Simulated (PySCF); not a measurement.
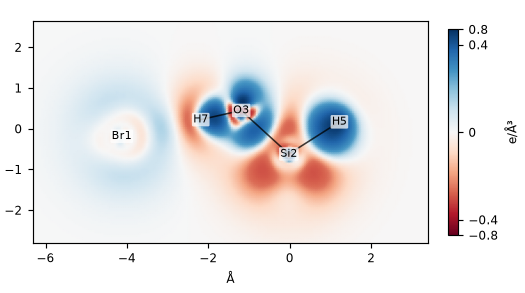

*BrH$_{4}$OSi, charge −1, SMILES `[Br-].[SiH3]O`. Deformation density (molecule less spherical, spin-averaged free atoms) in the plane of Br1, Si2, O3, H5 and H7; colour scale in e/Å³, logarithmic beyond ±0.1; blue: gain, red: loss.*

PySCF calculation, TPSS/aug-cc-pVDZ, gas phase; geometry: GFN2-xTB. The pair's geometry is semi-empirical, so its contact may be too short or too long. GFN2-xTB bond lengths at metals and heavier atoms can be off by up to 0.1 Å and shapes distorted, which carries into these values.

Geometry (Å), atoms numbered from 1:

```
Br1     -1.5822   -0.0556    0.0001
Si2      2.5449   -0.2229    0.0002
O3       1.3074    0.7670   -0.0007
H4       2.6512   -1.0457   -1.2171
H5       3.7317    0.6445    0.0748
H6       2.5766   -1.1463    1.1466
H7       0.3303    0.4788   -0.0032
```

Q: How much density has each bond in this plane gained at its critical point, relative to the free atoms?

A: O3–H7: +0.50 e/Å³ at the bond critical point (bond length 1.02 Å). Si2–H5: +0.14 e/Å³ at the bond critical point (bond length 1.47 Å). Si2–O3: +0.03 e/Å³ at the bond critical point (bond length 1.58 Å); up to 0.6 Å beside the axis the gain reaches +0.31 e/Å³. Br1–H7: −0.03 e/Å³ at the bond critical point (bond length 1.99 Å). In all, 2.1 electrons gather in the regions of gain relative to the promolecule of neutral atoms (this includes the anion's extra charge). A small or negative value marks a very polar bond, one between electron-rich atoms, whose free-atom densities already overlap strongly, a long bond to a heavier atom, or a closed-shell contact such as a hydrogen bond.

Q: Where do the Hirshfeld charges lie?

A: The highest Hirshfeld charge is on Si2 (+0.31 e), the lowest on Br1 (−0.68 e).

| atom | charge (e) |
| --- | --- |
| Br1 | −0.68 |
| Si2 | +0.31 |
| O3 | −0.33 |
| H4 | −0.12 |
| H5 | −0.12 |
| H6 | −0.12 |
| H7 | +0.05 |
